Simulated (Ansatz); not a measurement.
Partial pair distribution functions of a relaxed model of amorphous Ti20O45Nb2, broadened by 0.06 Å; density 3.72 g/cm³. Calculation: PBE, scalar-relativistic without spin-orbit coupling (plane waves to 420 eV, PAW; Ansatz, an electronic-structure program).

Preparation: random packing, a CHGNet melt and quench, and a DFT relaxation. O atoms were pushed apart under 1.9 Å during the dynamics, to hinder bonds among them. The hot cell started wider than the set density and was brought back towards it in steps. It is the lowest in DFT energy of 2 quenches. It is a model cell: composition and starting density were chosen by hand, and all elements were melted together. No dispersion term was used. Its density started from a set value of 3.72 and ended at 3.72 g/cm³. Cooling (nominally 360 K/ps over its main leg) ran many orders faster than in experiment, which tends to leave more defects and strain. One small periodic cell is one sample of the glass; other quenches scatter about these values. The volume was held where the preparation left it, at a PBE pressure of 2.5 GPa. Stress components on the final sampling reach 3.9 GPa. Cycles of charging lowered its energy after that relaxation.

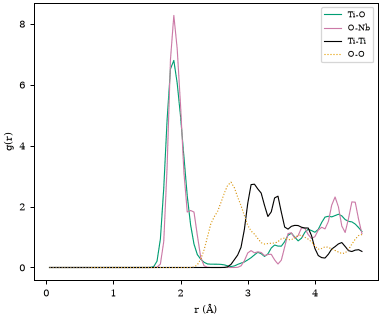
Partial pair distribution functions

Highest peaks under 4.5 Å: Ti-O near 1.90 Å, O-Nb near 1.90 Å, Ti-Ti near 3.10 Å, O-O near 2.75 Å; pairs of few atoms are noisy.

Within 2.52 Å each Ti has 5.40 O neighbours on average.
